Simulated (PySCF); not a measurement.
**C6H14N2Si (SMILES CC[C@H]1CN([SiH3])N=C1C): density, localisation and related maps**

```xyz
23

C    -2.6220   -1.1725   -0.3829
C    -1.6835    0.0073   -0.6076
C    -0.5830    0.0748    0.4539
C     0.4606   -1.0483    0.3465
N     1.7365   -0.3432    0.2044
Si    3.2706   -1.0510   -0.1398
N     1.5466    0.9951    0.1662
C     0.3173    1.2926    0.3006
C    -0.1780    2.6915    0.3281
H    -3.1038   -1.0935    0.5898
H    -3.3954   -1.1946   -1.1476
H    -2.0783   -2.1139   -0.4176
H    -1.2250   -0.0653   -1.5971
H    -2.2628    0.9324   -0.5734
H    -1.0540    0.0902    1.4437
H     0.2922   -1.6807   -0.5305
H     0.4960   -1.6876    1.2321
H     3.4422   -2.1450    0.8234
H     3.3043   -1.6270   -1.4941
H     4.2261    0.0330    0.0130
H     0.6668    3.3732    0.3536
H    -0.7740    2.9042   -0.5594
H    -0.8040    2.8554    1.2048
```

Geometry: GFN2-xTB.

Computed with PBE0/pcSseg-1, SCF density, gas phase, non-relativistic (PySCF 2.14.0).

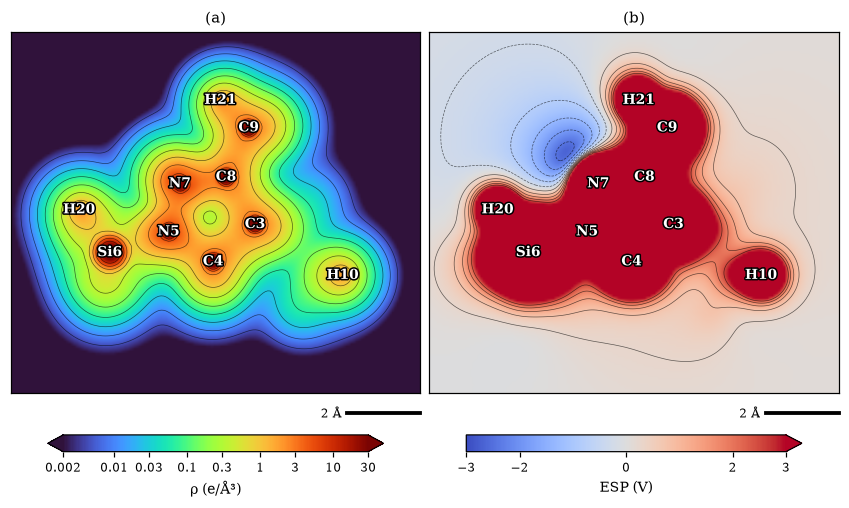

Figure 1. (a) total electron density; (b) molecular electrostatic potential on the plane of atoms C3, C4 and N5.

What do the fields say about this system?

- Atoms in the plane: C, N, Si and H.
- C–N (1.27 Å): ρ is about 2.8 e/Å³ halfway.
- N–N (1.35 Å): the density is about 2.4 e/Å³ at the midpoint.
- C–C (1.48 Å): ρ at the midpoint is about 1.8 e/Å³.
- Si–N (1.72 Å): ρ at the midpoint is about 1.1 e/Å³.
- C–H (1.09 Å): the density is about 2 e/Å³ at the midpoint.
- Outside the dense part of the molecule the potential is most negative (−2.7 V) near N7.

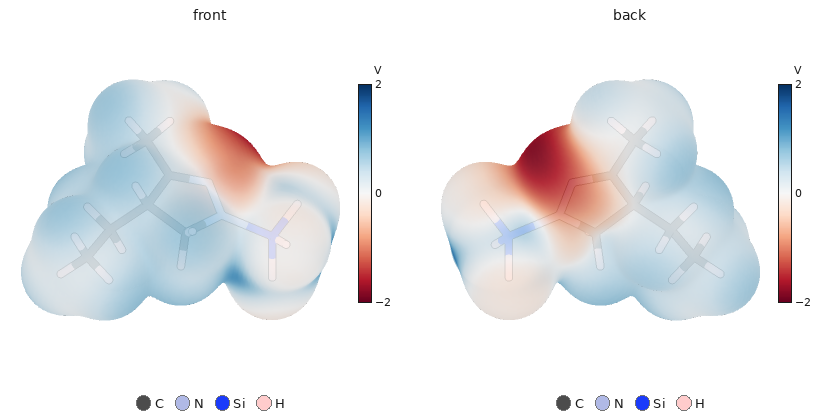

Figure 2. The molecular electrostatic potential painted on the density surface at 0.002 e/bohr³, seen from the front and from behind; red is negative and blue positive.

Describe the electrostatic potential map.

The most negative region (about −1.8 V, or −42 kcal/mol for a unit charge) lies over N7, the most positive (about +1.2 V, or +28 kcal/mol for a unit charge) over Si6. N7 is the likeliest acceptor of a hydrogen bond.
